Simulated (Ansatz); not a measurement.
# Response to strain in WC

Consider WC (space group P-6m2, No. 187; a = 2.9225 Å, c = 2.8462 Å; relaxed with 0.1 eV smearing).

Strains are applied to the cell and any free atomic positions relax.

Calculations: PBE in Ansatz (plane waves to 420 eV, PAW, spin-orbit coupling left out).

Notes on the quantities. energy relative to the base: free energy F.

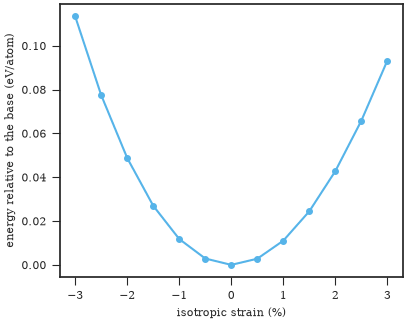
Figure: Energy relative to the base against isotropic strain

```json
[
 {"isotropic strain (%)": "-3", "energy relative to the base": "+113 meV/atom"},
 {"isotropic strain (%)": "-2.5", "energy relative to the base": "+77 meV/atom"},
 {"isotropic strain (%)": "-2", "energy relative to the base": "+49 meV/atom"},
 {"isotropic strain (%)": "-1.5", "energy relative to the base": "+27 meV/atom"},
 {"isotropic strain (%)": "-1", "energy relative to the base": "+12 meV/atom"},
 {"isotropic strain (%)": "-0.5", "energy relative to the base": "+2.9 meV/atom"},
 {"isotropic strain (%)": "0.5", "energy relative to the base": "+2.8 meV/atom"},
 {"isotropic strain (%)": "1", "energy relative to the base": "+11 meV/atom"},
 {"isotropic strain (%)": "1.5", "energy relative to the base": "+24 meV/atom"},
 {"isotropic strain (%)": "2", "energy relative to the base": "+43 meV/atom"},
 {"isotropic strain (%)": "2.5", "energy relative to the base": "+66 meV/atom"},
 {"isotropic strain (%)": "3", "energy relative to the base": "+93 meV/atom"}
]
```

Stability against distortions was not tested. The final runs are not spin-polarised.

Ansatz is a quantum-chemistry and plane-wave program.
